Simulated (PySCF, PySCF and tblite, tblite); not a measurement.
# C7H9N: a path driven as pyramidal inversion, and NMR exchange

How fast is pyramidal inversion in C7H9N (`C=C[C@@H]1N[C@H]1C#CC`), and when do the exchanging lines merge?

Programs: PySCF 2.14.0 with density-fitted response routines of our own, and tblite 0.8.0. All values are computed, except where a source is named. Atoms count from 0 throughout.

## Step 1: The molecule as given

17 atoms, charge 0, multiplicity 1; geometry from: force field or distance geometry start.

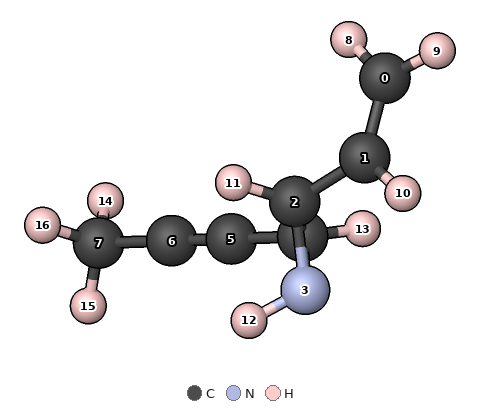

The starting geometry (carbon dark grey, nitrogen light blue, hydrogen pink), atoms numbered.

## Step 2: GFN2-xTB relaxation, start minimum

What the job is given:

```
{"job": {"xc": "GFN2-xTB", "basis": "xTB", "kind": "relax"}, "charge": 0, "multiplicity": 1}
C      3.191700     0.758200    -0.260100
C      2.577200    -0.416300    -0.077600
C      1.193700    -0.620600     0.320000
N      0.536100    -1.821800    -0.178300
C      0.108400    -0.557500    -0.738600
C     -1.187900    -0.045300    -0.399200
C     -2.266100     0.384700    -0.107200
C     -3.582000     0.904100     0.254500
H      2.649500     1.692400    -0.138500
H      4.225300     0.810900    -0.538300
H      3.174400    -1.325000    -0.202800
H      0.933400    -0.325900     1.333300
H     -0.164500    -2.156100     0.510100
H      0.428000    -0.394400    -1.775200
H     -3.789800     1.852800    -0.262800
H     -4.374800     0.190300    -0.017200
H     -3.659500     1.081400     1.330500
```

Started as:

```sh
$ OMP_NUM_THREADS=1 python ens_run.py task.json out
```

One launch serves the whole session.

Log:

```text
step      E/eV     max force
  0    -608.62929    1.829
  1    -608.66131    2.137
  2    -608.67741    1.652
  3    -608.69404    0.775
  4    -608.70208    0.281
  5    -608.70928    0.311
  6    -608.71935    0.232
  7    -608.72211    0.148
  8    -608.72545    0.127
  9    -608.72744    0.123
 10    -608.72894    0.080
 11    -608.72994    0.061
 12    -608.73077    0.076
 13    -608.73143    0.064
 14    -608.73195    0.053
 15    -608.73239    0.044
 16    -608.73284    0.062
 17    -608.73331    0.064
 18    -608.73378    0.055
 19    -608.73430    0.057
 20    -608.73496    0.060
 21    -608.73590    0.083
 22    -608.73712    0.102
 23    -608.73851    0.098
 24    -608.74000    0.088
 25    -608.74188    0.130
 26    -608.74476    0.156
 27    -608.74876    0.176
 28    -608.75317    0.193
 29    -608.75736    0.178
 30    -608.76077    0.181
 31    -608.76283    0.217
 32    -608.76670    0.165
 33    -608.77065    0.122
 34    -608.77434    0.114
 35    -608.77716    0.148
 36    -608.78263    0.248
 37    -608.79030    0.309
 38    -608.79795    0.191
 39    -608.80130    0.161
 40    -608.79936    0.244
 41    -608.80510    0.125
 42    -608.80687    0.111
 43    -608.81146    0.105
 44    -608.81224    0.086
 45    -608.81368    0.080
 46    -608.81498    0.082
 47    -608.81617    0.084
 48    -608.81734    0.086
 49    -608.81887    0.125
 50    -608.82052    0.117
 51    -608.82181    0.077
 52    -608.82257    0.067
 53    -608.82315    0.062
 54    -608.82386    0.098
 55    -608.82469    0.093
 56    -608.82532    0.054
 57    -608.82563    0.034
 58    -608.82582    0.034
 59    -608.82604    0.050
 60    -608.82633    0.050
 61    -608.82664    0.050
 62    -608.82695    0.051
 63    -608.82731    0.063
 64    -608.82780    0.103
 65    -608.82843    0.064
 66    -608.82908    0.090
 67    -608.82952    0.052
 68    -608.82989    0.049
 69    -608.83025    0.061
 70    -608.83064    0.110
 71    -608.83109    0.093
 72    -608.83163    0.067
 73    -608.83213    0.041
 74    -608.83243    0.042
 75    -608.83272    0.042
 76    -608.83297    0.043
 77    -608.83330    0.044
 78    -608.83360    0.034
 79    -608.83383    0.027
 80    -608.83399    0.028
 81    -608.83415    0.026
 82    -608.83433    0.028
 83    -608.83451    0.026
 84    -608.83465    0.025
 85    -608.83475    0.022
 86    -608.83482    0.022
 87    -608.83490    0.021
 88    -608.83499    0.028
 89    -608.83507    0.028
 90    -608.83514    0.017
 91    -608.83518    0.015
 92    -608.83521    0.012
 93    -608.83523    0.010
 94    -608.83526    0.012
 95    -608.83529    0.013
 96    -608.83533    0.015
 97    -608.83538    0.018
 98    -608.83542    0.014
 99    -608.83547    0.016
100    -608.83551    0.017
101    -608.83556    0.017
102    -608.83560    0.017
103    -608.83564    0.014
104    -608.83567    0.014
105    -608.83571    0.014
106    -608.83574    0.016
107    -608.83576    0.015
108    -608.83578    0.012
109    -608.83581    0.016
110    -608.83585    0.019
111    -608.83591    0.024
112    -608.83596    0.026
113    -608.83602    0.022
114    -608.83608    0.018
115    -608.83613    0.019
116    -608.83617    0.017
117    -608.83620    0.012
118    -608.83621    0.005
119    -608.83622    0.004
120    -608.83622    0.005
121    -608.83622    0.005
122    -608.83622    0.003
123    -608.83622    0.002
124    -608.73350    1.273
125    -608.79930    1.393
126    -608.80235    2.332
127    -608.83026    0.432
128    -608.83357    0.320
129    -608.83529    0.067
130    -608.83576    0.062
131    -608.83597    0.032
132    -608.83606    0.023
133    -608.83611    0.019
134    -608.83614    0.013
135    -608.83615    0.007
136    -608.83615    0.005
137    -608.83616    0.006
138    -608.83616    0.005
139    -608.83617    0.006
140    -608.83617    0.004
141    -608.83617    0.004
142    -608.83617    0.003
143    -608.83618    0.004
144    -608.83618    0.004
145    -608.83618    0.003
```

Wall time 0.1 s (1 thread of Intel Xeon Platinum 8488C, shared host).

Relaxing gained 0.207 eV and moved the atoms by 0.47 Å on average (rms).

## Step 3: Relaxed scan, inversion

What the job is given:

```
{"job": {"xc": "GFN2-xTB", "basis": "xTB", "coordinate": [["t", [12, 2, 4, 3], 0.3333333333333333], ["t", [2, 4, 12, 3], 0.3333333333333333], ["t", [4, 12, 2, 3], 0.3333333333333333]], "kind": "drive"}, "charge": 0, "multiplicity": 1}
C      3.373614     0.659533    -0.003819
C      2.520406    -0.280107    -0.375432
C      1.169853    -0.426934     0.185192
N      0.572337    -1.746035     0.125748
C      0.013984    -0.719475    -0.728953
C     -1.263878    -0.143587    -0.445487
C     -2.332986     0.306290    -0.134701
C     -3.625531     0.864645     0.192646
H      3.125185     1.382372     0.756190
H      4.351515     0.745253    -0.443948
H      2.778339    -1.004064    -1.135503
H      0.956619     0.204885     1.045782
H     -0.007142    -1.972590     0.928281
H      0.231033    -0.860559    -1.783657
H     -3.669415     1.909483    -0.114443
H     -4.412632     0.311829    -0.319958
H     -3.794561     0.805154     1.267737
```

Log:

```text
point  coordinate     E/eV
  0    -40.900     -608.68843
  1    -27.500     -608.41044
  2    -13.600     -608.24227
  3     -0.100     -608.18779
  4     13.500     -608.22903
  5     27.300     -608.37996
  6     40.800     -608.64984
  7     50.500     -608.79765
```

Wall time 1.1 s (1 thread of Intel Xeon Platinum 8488C, shared host).

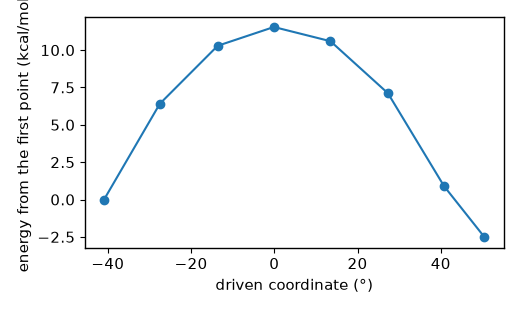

Energy along the scan.

## Step 4: Nudged elastic band, leg 1

The job, as its differences from that of step 3:

```diff
@@ -1,2 +1,2 @@
-{"job": {"xc": "GFN2-xTB", "basis": "xTB", "coordinate": [["t", [12, 2, 4, 3], 0.3333333333333333], ["t", [2, 4, 12, 3], 0.3333333333333333], ["t", [4, 12, 2, 3], 0.3333333333333333]], "kind": "drive"}, "charge": 0, "multiplicity": 1}
+{"job": {"xc": "GFN2-xTB", "basis": "xTB", "kind": "neb"}, "charge": 0, "multiplicity": 1}
 C      3.373614     0.659533    -0.003819
```

Log:

```text
image   E - E0 / eV
  0       0.0000
  1       0.0726
  2       0.3925
  3       0.6497
  4       0.1766
  5       0.0550
  6       0.0369
```

It took 2.3 s on 1 thread of Intel Xeon Platinum 8488C, shared host.

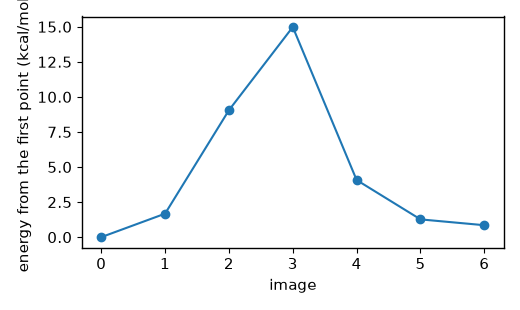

Energy along the band.

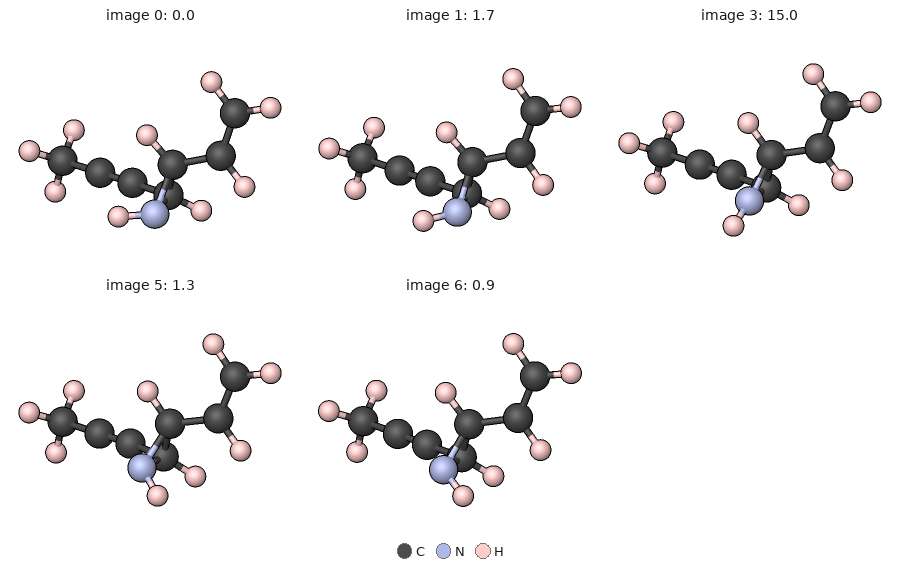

Images along the band, with energies in kcal/mol.

## Step 5: Saddle search, leg 1

What the job is given:

```
{"job": {"xc": "GFN2-xTB", "basis": "xTB", "kind": "saddle"}, "charge": 0, "multiplicity": 1}
C      3.387352     0.649444     0.049003
C      2.505200    -0.275834    -0.288943
C      1.147274    -0.360450     0.282181
N      0.493727    -1.600888     0.337774
C     -0.029266    -0.723670    -0.621683
C     -1.307025    -0.109607    -0.387987
C     -2.376325     0.349706    -0.093404
C     -3.669480     0.908303     0.231825
H      3.152196     1.411786     0.773371
H      4.373328     0.686690    -0.380421
H      2.754221    -1.037648    -1.016251
H      0.948105     0.366162     1.075527
H      0.442231    -2.493542     0.758669
H      0.184040    -0.922376    -1.675446
H     -3.715004     1.954166    -0.070424
H     -4.455907     0.354838    -0.281116
H     -3.834667     0.842920     1.307324
```

Log:

```text
step      E/eV     max force
  0    -608.18643   0.0562
  1    -608.19105   0.0896
  2    -608.19133   0.0413
  3    -608.19139   0.0121
  4    -608.19139   0.0014
lowest wavenumbers (cm-1): -922.8 13.2 64.0 104.3 108.2 240.3
```

Wall time 1.9 s (1 thread of Intel Xeon Platinum 8488C, shared host).

Point group C1; 1 imaginary mode, 923i cm⁻¹, carried by H12, N3. Steps downhill from it reached both ends.

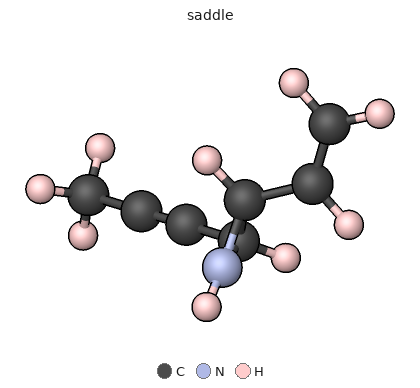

The saddle point.

## Step 6: Shieldings, start: PBE0/pcSseg-1

What the job is given:

```
{"job": {"kind": "nmr", "xc": "PBE0", "basis": "pcSseg-1", "pop": false}, "charge": 0, "multiplicity": 1}
C      3.373614     0.659533    -0.003819
C      2.520406    -0.280107    -0.375432
C      1.169853    -0.426934     0.185192
N      0.572337    -1.746035     0.125748
C      0.013984    -0.719475    -0.728953
C     -1.263878    -0.143587    -0.445487
C     -2.332986     0.306290    -0.134701
C     -3.625531     0.864645     0.192646
H      3.125185     1.382372     0.756190
H      4.351515     0.745253    -0.443948
H      2.778339    -1.004064    -1.135503
H      0.956619     0.204885     1.045782
H     -0.007142    -1.972590     0.928281
H      0.231033    -0.860559    -1.783657
H     -3.669415     1.909483    -0.114443
H     -4.412632     0.311829    -0.319958
H     -3.794561     0.805154     1.267737
```

Log:

```text
coarse grid: 14248 points
cycle   1  E = -326.2545827976  dE =  1.261e+00  |g| = 4.393e-01  |ddm| = 4.125e+00
cycle   2  E = -326.2658710287  dE = -1.129e-02  |g| = 3.995e-01  |ddm| = 1.074e+00
cycle   3  E = -326.3043399029  dE = -3.847e-02  |g| = 6.875e-02  |ddm| = 4.640e-01
cycle   4  E = -326.3049051135  dE = -5.652e-04  |g| = 4.666e-02  |ddm| = 9.548e-02
cycle   5  E = -326.3054028228  dE = -4.977e-04  |g| = 1.331e-02  |ddm| = 4.549e-02
cycle   6  E = -326.3054407321  dE = -3.791e-05  |g| = 4.307e-03  |ddm| = 1.383e-02
cycle   7  E = -326.3054449149  dE = -4.183e-06  |g| = 1.082e-03  |ddm| = 4.725e-03
final grid: 137800 points
cycle   8  E = -326.3528451226  dE = -4.101e-05  |g| = 7.894e-03  |ddm| = 6.229e-02
cycle   9  E = -326.3528416377  dE =  3.485e-06  |g| = 8.866e-03  |ddm| = 1.799e-02
cycle  10  E = -326.3528607323  dE = -1.909e-05  |g| = 1.668e-03  |ddm| = 9.441e-03
cycle  11  E = -326.3528614302  dE = -6.979e-07  |g| = 2.064e-04  |ddm| = 1.717e-03
cycle  12  E = -326.3528614389  dE = -8.780e-09  |g| = 8.511e-05  |ddm| = 2.576e-04
cycle  13  E = -326.3528614407  dE = -1.776e-09  |g| = 2.310e-05  |ddm| = 1.245e-04
cycle  14  E = -326.3528614408  dE = -8.515e-11  |g| = 1.369e-05  |ddm| = 3.066e-05
converged SCF energy = -326.3528614408

GIAO shielding tensors (ppm)
atom      isotropic    diamagn.    paramagn.     s11        s22        s33       span
  0 C       64.797     254.453    -189.655    -53.052     82.498    164.946    217.998
  1 C       36.165     252.354    -216.189    -81.263     49.698    140.060    221.323
  2 C      141.134     252.111    -110.977    103.759    121.741    197.902     94.143
  3 N      204.822     323.015    -118.192    129.054    214.993    270.420    141.367
  4 C      159.388     256.226     -96.839    126.599    150.091    201.473     74.873
  5 C      100.036     257.187    -157.150     10.799     12.394    276.915    266.116
  6 C      104.348     267.743    -163.395     19.354     25.767    267.923    248.569
  7 C      182.227     253.576     -71.350    174.387    175.042    197.250     22.863
  8 H       26.051      32.343      -6.293     22.234     25.483     30.437      8.203
  9 H       26.276      27.282      -1.007     23.120     25.401     30.307      7.187
 10 H       26.099      30.263      -4.164     23.644     24.264     30.388      6.744
 11 H       29.203      34.589      -5.386     23.310     29.503     34.797     11.487
 12 H       31.043      34.616      -3.573     25.620     26.295     41.213     15.594
 13 H       29.822      31.687      -1.864     22.088     28.616     38.763     16.674
 14 H       29.674      29.407       0.267     24.370     27.993     36.660     12.290
 15 H       29.646      26.767       2.879     24.338     27.890     36.708     12.370
 16 H       29.861      29.931      -0.070     24.647     28.209     36.727     12.080
```

Wall time 22 s (1 thread of Intel Xeon Platinum 8488C, shared host); peak memory 0.83 GiB.

In short: HOMO -6.58 eV, LUMO 0.10 eV; dipole 2.06 D.

[end of part 1 of 2]
